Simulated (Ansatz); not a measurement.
Input file:

```
basis:
  gaussian: {orbitals: def2-TZVPD}
crystal:
  periodic: [false, false, false]
  atoms:
    - {symbol: C, position_ang: [-1.316382, 0.258778, -0.007671]}
    - {symbol: Al, position_ang: [-0.235109, -0.249109, 2.998656]}
    - {symbol: O, position_ang: [-0.906685, 0.068216, 1.132805]}
    - {symbol: H, position_ang: [-2.332733, -0.072038, -0.301553]}
    - {symbol: H, position_ang: [-0.674939, 0.763939, -0.757429]}
total_charge: 1
hamiltonian: {xc: {name: PBE0}}
output: {forces: true, orbitals: {seedname: orbitals}}
```

Launched as:

```sh
ansatz run input.yaml --threads 1 --pin off --max-ram 2610MiB --events-out events.jsonl --progress --plain --runs-dir runs
```

Geometry: r2SCAN-D4/def2-SVP.

Computed with isolated molecule in a Gaussian basis; Kohn-Sham density functional theory, functional PBE0 in Ansatz 0.2.0.

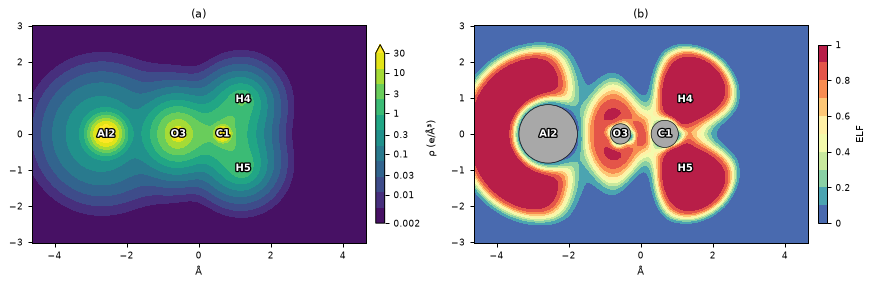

CH2AlO (SMILES [CH2+][O][Al]) (charge +1). (a) total electron density; (b) electron localisation function on the molecular plane. Grey discs cover the atomic cores in the ELF map.

Describe what can be read from this map.

Answer. The section cuts through C, Al, O and H sites. C–O (1.23 Å): ρ is about 3.2 e/Å³ halfway; the ELF peaks at about 0.85 between the atoms; a multiple bond. Al–O (2.01 Å): the density is about 0.39 e/Å³ at the midpoint; the ELF peaks at about 0.85 in the valence shell of O, 0.6 Å from its nucleus, and is about 0.35 at the midpoint. C–H (1.11 Å): ρ is about 2.1 e/Å³ halfway; the ELF climbs to about 1 towards the hydrogen, as it does in any bond to H: an ordinary covalent bond to hydrogen. The ELF also peaks beside O3, away from the bonds: lone-pair regions.
